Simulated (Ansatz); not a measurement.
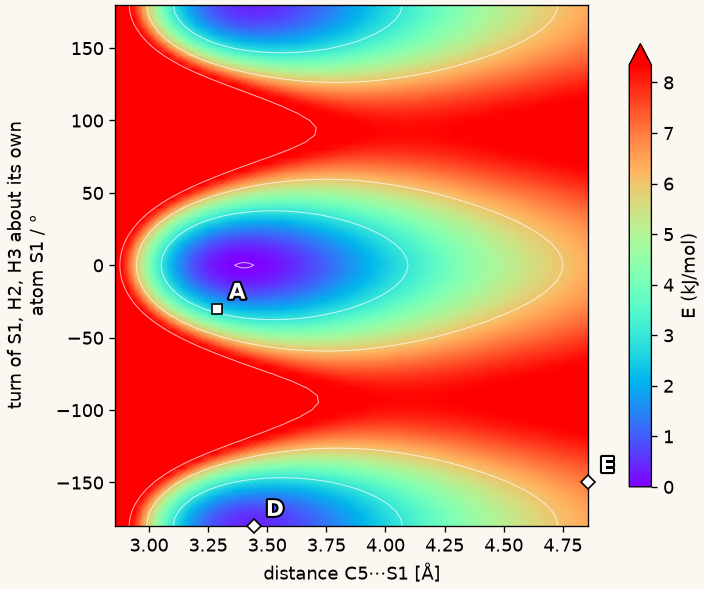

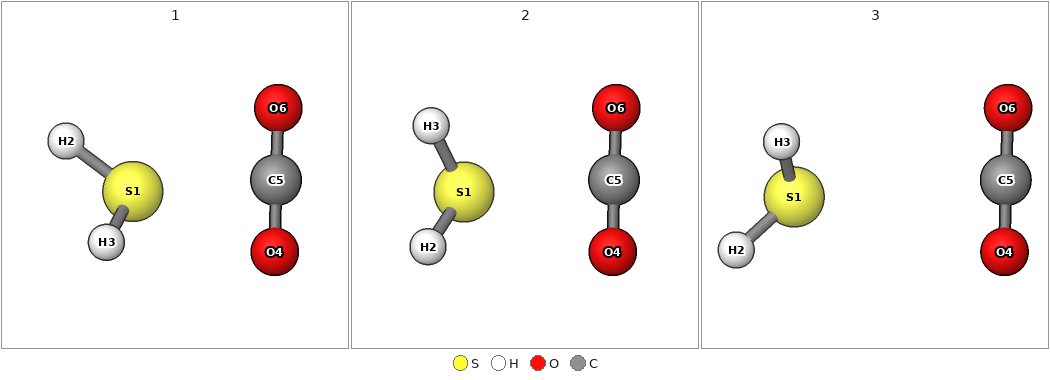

The pair H₂S···CO₂. The turn is about an axis along (0.60, −0.77, 0.22) in the frame of the relaxed pair, normal to the line between the partners. Coordinates scanned: (1) distance C5···S1; (2) turn of S1, H2, H3 about its own atom S1. The scan uses a 13 × 12 grid. Points are written as (first, second). Energies are in kJ/mol, from the lowest grid point. Level of theory: Ansatz 0.2.0, RKS PBE0-D4/def2-SVPD.

The picture shows a smooth colour map with a few white contour lines, one colour for all values above the top of the scale, lettered points. Between grid points the surface is interpolated. The numbered pictures are the structures at these points, in random order.

### Which structure belongs to which point?

A is structure 1: (3.288 Å, −30°), 2.5 kJ/mol; D is structure 2: (3.445 Å, −180°), 0.39 kJ/mol; E is structure 3: (4.858 Å, −150°), 7.0 kJ/mol.
